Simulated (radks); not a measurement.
# The Coulomb parameter U of the 4d shell of Ru

Aim: U as the second difference [E(n + 0.5) + E(n − 0.5) − 2E(n)]/0.5², with all orbitals relaxed. Bare: the atom's charge changes with n. Screened: the 5s shell takes up the change. The start is a model configuration, not necessarily the ground state.

Method: scalar-relativistic Kohn-Sham, r2SCAN, spin-unpolarised, spherical densities, finite nucleus. Code: radks (a radial shooting solver on a logarithmic mesh, Libxc functionals) version 1.

### 1 What is computed

| Quantity | Value |
| --- | --- |
| element | ruthenium (Z = 44) |
| charge | 0 |
| electrons | 44 |
| configuration | [Kr] 4d7 5s1 |
| nuclear rms radius | 4.4809 fm |

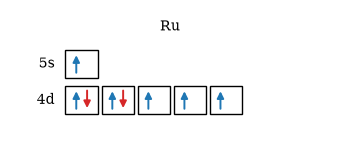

Outer shells as boxes.

### 2 Start: [Kr] 4d7 5s1

Input:

```text
Z 44
configuration [Kr] 4d7 5s1
relativity scalar-relativistic
functional r2scan,r2scan
spin unpolarised
nucleus finite rms 4.4809 fm
c 137.035999084
```

### 3 Bare +0.5: [Kr] 4d7.5 5s1

Input: that of step 2 with these lines changed.

```diff
@@ -1,3 +1,3 @@
 Z 44
-configuration [Kr] 4d7 5s1
+configuration [Kr] 4d7.5 5s1
 relativity scalar-relativistic
```

### 4 Bare -0.5: [Kr] 4d6.5 5s1

Input: that of step 3 with these lines changed.

```diff
@@ -1,3 +1,3 @@
 Z 44
-configuration [Kr] 4d7.5 5s1
+configuration [Kr] 4d6.5 5s1
 relativity scalar-relativistic
```

### 5 Screened +0.5: [Kr] 4d7.5 5s0.5

Input: that of step 4 with these lines changed.

```diff
@@ -1,3 +1,3 @@
 Z 44
-configuration [Kr] 4d6.5 5s1
+configuration [Kr] 4d7.5 5s0.5
 relativity scalar-relativistic
```

### 6 Screened -0.5: [Kr] 4d6.5 5s1.5

Input: that of step 5 with these lines changed.

```diff
@@ -1,3 +1,3 @@
 Z 44
-configuration [Kr] 4d7.5 5s0.5
+configuration [Kr] 4d6.5 5s1.5
 relativity scalar-relativistic
```

**Question.** What will these runs give?

The runs gave:

```csv
quantity,value (eV)
"U, bare",9.010
"U, screened by 5s",1.175
"F0(4d,4d), frozen orbitals",14.799
```

Relaxing the orbitals brings U down to 61 % of the Slater integral F0. Letting 5s compensate leaves 13 % of the bare value; this second difference measures U(4d,4d) + U(5s,5s) − 2U(4d,5s). The step up makes a negative ion, whose loosely bound charge lowers the bare value. A solid screens further than the bare atom, so the bare value is an upper guide for the U of a crystal.
